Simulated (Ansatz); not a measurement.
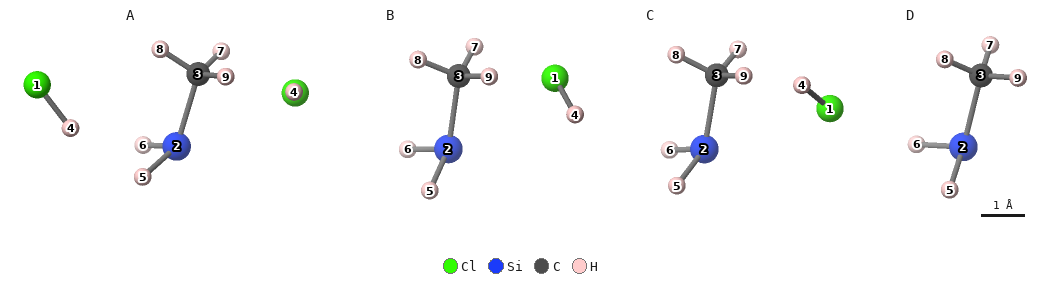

4 geometries from one relaxation of CH6ClSi (multiplicity 2), in shuffled order. Style: ball-and-stick. Shown at a tilt.

The run prepares an end point of a later path (reaction) calculation, from a guessed geometry.

All numbers below come from Ansatz, UKS PBE0/def2-SVP. Settings: collinear spin; force threshold 0.03 eV/Å; at most 50 steps.

Q: Put them in the order of the run, from the start to the converged end.

A: D, B, C, A. They are steps 0, 12, 23, 36, at +2.11 kcal/mol, +1.05 kcal/mol, +0.58 kcal/mol relative to the last. The atom that moves furthest after the best rigid fit is H4 (1.60 Å). Largest moves by element: H 1.60 Å, Cl 0.85 Å, Si 0.20 Å, C 0.08 Å. Near-neighbour distances that change, for instance: Cl1–H4 1.308 → 1.292 Å, Si2–H5 1.497 → 1.506 Å. Over 26 accepted moves (36 points after the start) the energy falls by 2.11 kcal/mol. The largest force component goes from 0.59 to 0.016 eV/Å. The line search rejected the trial steps at points 2, 5, 8, 13, 19, 20, 24, 28 and more of the run. The forces were under the threshold at step 21, but the run went on from there. Cost: 59 s on 2 threads of Intel(R) Xeon(R) Platinum 8488C (Sapphire Rapids) (shared host), peak memory 0.22 GiB.

Limits of the set-up: the start holds two separate molecules, 3.0 Å apart at their closest, whose relative position is a soft coordinate and is computed without a dispersion correction.
